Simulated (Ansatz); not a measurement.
**CH7AlN2···HCl: density, localisation and related maps**

The calculation's input:

```
crystal:
  periodic: [false, false, false]
  atoms:
    - { symbol: Al, position_ang: [-0.501997, -0.267622, -0.166805] }
    - { symbol: C, position_ang: [0.142568, 1.585089, 0.011163] }
    - { symbol: "N", position_ang: [-1.355524, -1.030993, 1.193931] }
    - { symbol: "N", position_ang: [-0.36257, -1.121238, -1.72087] }
    - { symbol: H, position_ang: [2.244764, 0.703265, 0.666258] }
    - { symbol: Cl, position_ang: [2.819828, -0.422959, 1.009757] }
    - { symbol: H, position_ang: [-0.66199, 2.302446, -0.217645] }
    - { symbol: H, position_ang: [0.970575, 1.827764, -0.682152] }
    - { symbol: H, position_ang: [0.4731, 1.815579, 1.03993] }
    - { symbol: H, position_ang: [-1.73223, -1.973778, 1.212609] }
    - { symbol: H, position_ang: [-1.46671, -0.60337, 2.107754] }
    - { symbol: H, position_ang: [-0.678429, -2.06701, -1.91444] }
    - { symbol: H, position_ang: [0.108615, -0.747373, -2.539391] }
basis:
  gaussian: { orbitals: def2-SVP }
hamiltonian:
  xc: b3lyp
  dispersion: d4
relax:
  f_tol: 0.03
  max_steps: 50
output:
  orbitals: {}
```

Launched as:

```sh
ansatz run input.yaml --threads 2 --pin off --max-ram 3072MiB --backend cpu --events-out ev --progress --plain --runs-dir out
```

The fields are those of the run's last geometry, not of the input's.

Level of theory: RKS B3LYP-D4/def2-SVP in Ansatz.

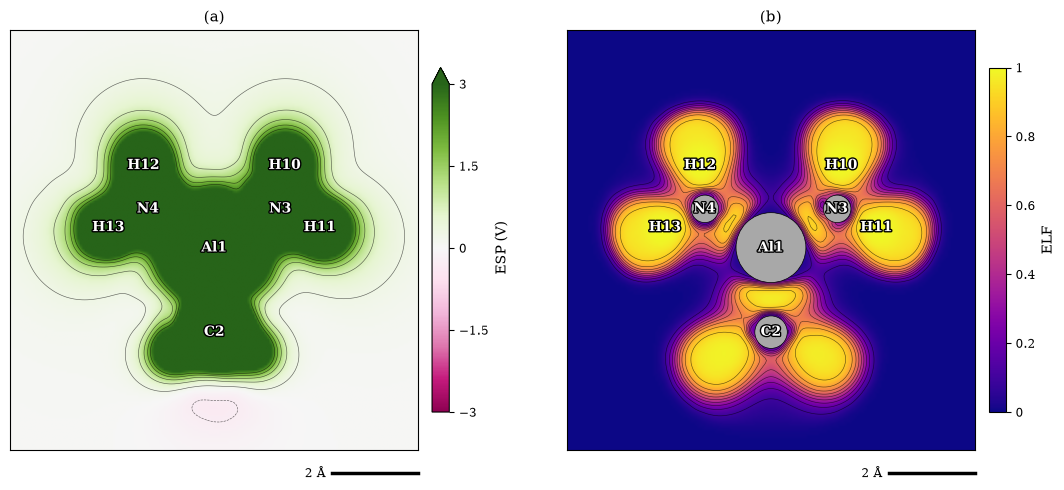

Figure 1. (a) molecular electrostatic potential; (b) ELF on the plane of atoms H12, N4 and H13. Grey discs cover the atomic cores in the ELF map.

### Read the bonding off the picture.

Atoms in the plane: Al, C, N and H.
Al–N (1.78 Å): the ELF peaks at about 0.90 in the valence shell of N, 0.7 Å from its nucleus, and is about 0.60 at the midpoint.
C–Al (1.97 Å): the ELF peaks at about 0.95 between the atoms; a shared but strongly polarised pair.
N–H (1.01 Å): the ELF climbs to about 1 towards the hydrogen, as it does in any bond to H (a covalent bond by its length).
Outside the dense part of the complex the potential is most negative (−0.3 V) near C2.

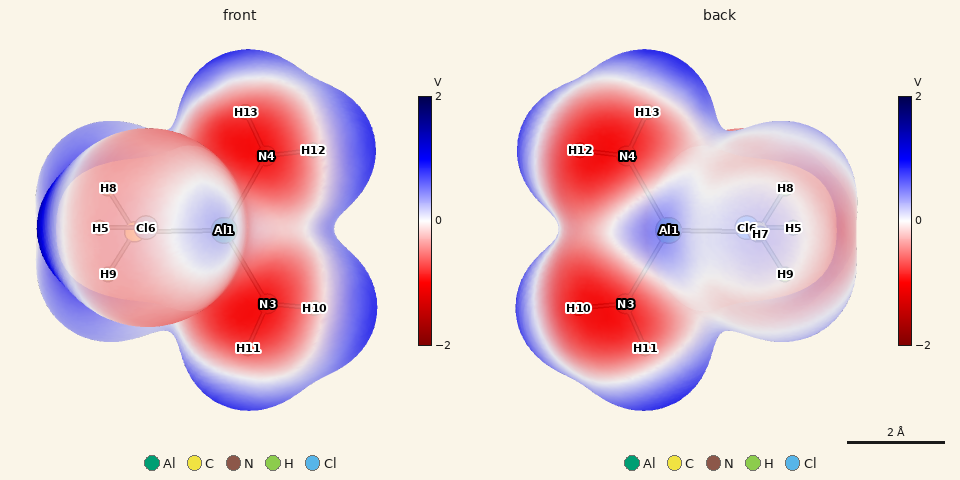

Figure 2. The electrostatic potential painted on the density surface at 0.001 e/bohr³, seen from the front and from behind; the colour scale runs from red (negative) to blue (positive).

### Which sites attract a positive test charge, and which a negative one?

A positive charge is drawn to the negative regions and a negative charge to the positive ones. The most negative region (about −1.0 V, or −23 kcal/mol for a unit charge) lies over N3 and N4, the most positive (about +1.6 V, or +37 kcal/mol for a unit charge) over H5. Cl6 shows a σ-hole: about +0.2 V at the tip opposite its bond, against about −0.4 V, or −9 kcal/mol for a unit charge on its flanks.

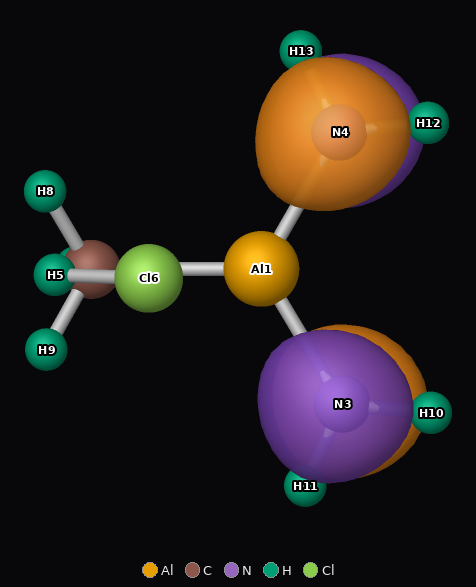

Figure 3. The HOMO at ±0.15 Å⁻³ᐟ² (orange and purple are the two phases), seen across its widest extent.

### Where does this orbital lie, and at what energy?

By Hirshfeld shares it lies mainly on N4 (about 40 %) and N3 (about 40 %); largely a combination of lone pairs on N4 and N3. Its energy is −5.97 eV.
